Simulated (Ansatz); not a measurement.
# ClH2Si− (SMILES [SiH2-]Cl) at FCI/STO-3G

Aim: the vertical singlet–triplet gap of ClH2Si− at FCI/STO-3G, from 2 runs. 

The results are computed with Ansatz 0.2.0.

## Step 1: The structure to begin with

ClH2Si− has 4 atoms, charge -1, and is taken as a singlet. SMILES: `[SiH2-]Cl`. Geometry: a GFN2-xTB relaxation, a rough one for these elements and not checked as a minimum.

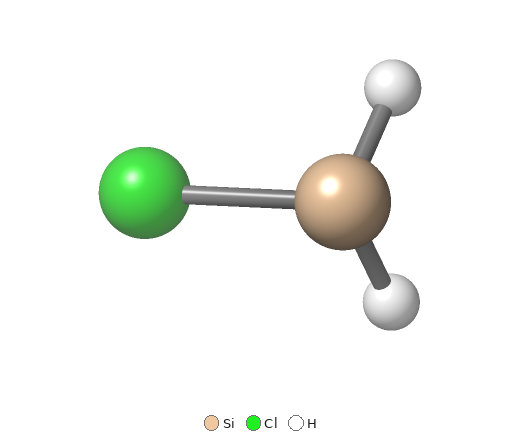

The structure, seen from a chosen angle (silicon light orange, chlorine green, hydrogen white).

## Step 2: A single-point energy at FCI/STO-3G

File molecule.yaml:

```yaml
crystal:
  periodic: [false, false, false]
  atoms:
    - {symbol: Si, position_ang: [-0.487890, 0.431230, 0.253920]}
    - {symbol: Cl, position_ang: [1.672110, -0.122480, 0.774530]}
    - {symbol: H, position_ang: [-0.971070, -0.977580, 0.165380]}
    - {symbol: H, position_ang: [-0.213160, 0.668840, -1.193830]}
basis:
  gaussian:
    orbitals: STO-3G
total_charge: -1
correlation:
  method: fci
  frozen_orbitals: {Cl: 5, H: 0, Si: 5}
accuracy: high
```

The run is started by

```sh
ansatz run molecule.yaml --threads 1 --pin off --max-ram 2610MiB --events-out events.jsonl --progress --plain --runs-dir runs
```

Log:

```text
Warning: RAYON_NUM_THREADS=1 ignored (pool sized by the plan → 1); use --threads N
Functional definition: HF
  name "HF"
  exchange = exact_x
  correlation = 0
338 factors; integrals over basis functions are off by at most 2.0e-8 eV
mean field evaluation 1: about -20169.8506 eV, gradient 6.5e0 eV
mean field evaluation 2: about -20169.8904 eV, gradient 6.4e0 eV
mean field evaluation 4: about -20170.1381 eV, gradient 3.8e-1 eV
mean field evaluation 8: about -20170.1390 eV, gradient 1.2e-6 eV
mean field -20170.13900497 eV, -741.2389366213 hartree, gradient 2.0e-8 eV, S^2 0.000000; 0 other end points of the search recorded, 0 dependent functions left out
10 core orbitals not correlated: weight in the atoms' cores, before any rotation towards them, 1.000 or more for the frozen orbitals, at most 0.000 for the correlated occupied ones
reference -20170.13900497 eV, -741.2389366213 hartree; 7, 7 occupied and 3, 3 virtual orbitals, 338 factors
state -20171.47346957 eV, -741.2879772908 hartree
Total energy: -20171.47346957 eV, -741.2879772908 hartree
```

Wall time 0.3 s (1 thread of Arm Neoverse V1, shared host).

## Step 3: The triplet

File input.yaml:

```yaml
crystal:
  periodic: [false, false, false]
  atoms:
    - {symbol: Si, position_ang: [-0.487890, 0.431230, 0.253920]}
    - {symbol: Cl, position_ang: [1.672110, -0.122480, 0.774530]}
    - {symbol: H, position_ang: [-0.971070, -0.977580, 0.165380]}
    - {symbol: H, position_ang: [-0.213160, 0.668840, -1.193830]}
basis:
  gaussian: {orbitals: STO-3G}
total_charge: -1
magnetization: {spin_polarized: true, initial_magnetization: 2}
correlation: {method: fci, frozen_orbitals: {Cl: 5, H: 0, Si: 5}}
accuracy: high
```

The run is started by

```sh
ansatz run input.yaml --threads 1 --pin off --max-ram 2610MiB --events-out events.jsonl --progress --plain --runs-dir runs
```

Log:

```text
Warning: RAYON_NUM_THREADS=1 ignored (pool sized by the plan → 1); use --threads N
[... 4 set-up lines as earlier in the session ...]
338 factors; integrals over basis functions are off by at most 2.0e-8 eV
mean field evaluation 1: about -20164.9538 eV, gradient 4.7e0 eV
mean field evaluation 2: about -20165.0379 eV, gradient 4.6e0 eV
mean field evaluation 4: about -20165.4493 eV, gradient 7.3e-1 eV
mean field evaluation 8: about -20165.4672 eV, gradient 7.6e-3 eV
mean field -20165.46721147 eV, -741.0672513768 hartree, gradient 6.5e-8 eV, S^2 2.004290; 0 other end points of the search recorded, 0 dependent functions left out
mean field evaluation 16: about -20165.4440 eV, gradient 3.1e-1 eV
10 core orbitals not correlated: weight in the atoms' cores, before any rotation towards them, 1.000 or more for the frozen orbitals, at most 0.000 for the correlated occupied ones
reference -20165.44404701 eV, -741.0664000988 hartree; 8, 6 occupied and 2, 4 virtual orbitals, 338 factors
state -20166.51316180 eV, -741.1056893428 hartree
Total energy: -20166.51316180 eV, -741.1056893428 hartree
```

It took 0.3 s on 1 thread of Arm Neoverse V1, shared host.

## Step 4: What came out

Level: FCI/STO-3G, 10 core orbitals frozen.

```
                                             quantity          value
                                singlet: total energy  -741.28798 Eh
singlet: correlation energy (10 core orbitals frozen)      -49.0 mEh
                                triplet: total energy  -741.10569 Eh
triplet: correlation energy (10 core orbitals frozen)      -39.3 mEh
     vertical energy of the triplet above the singlet       4.960 eV
```

At this shape the triplet lies 4.96 eV (114 kcal/mol) above the singlet. For an anion a state so high probably lies above electron detachment.
